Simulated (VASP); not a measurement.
Band structure of TaAs (relaxed from the zinc blende structure, space group F-43m). Computed with PBEsol GGA, VASP's PBE PAW potentials (set 64) (plane waves; VASP 6.6.1).

Unless said otherwise, spin-orbit coupling is left out, though it shifts the bands of the heavy elements here.

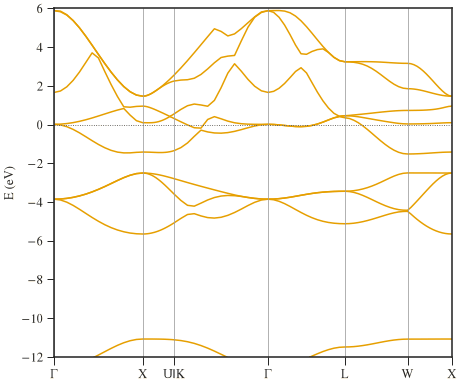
Figure: Bands along high-symmetry lines, zero at the valence-band maximum or, without a gap, the Fermi level

Problem. Read the plot: is there a gap, and where are the band edges?

Solution. It has no gap at this level: it comes out as a metal or semimetal. (Edges off the drawn lines would not show.)

The structure was generated: TaAs was put into the zinc blende type (F-43m), which need not be its known phase. It was relaxed first, which changed the volume by -36 %.
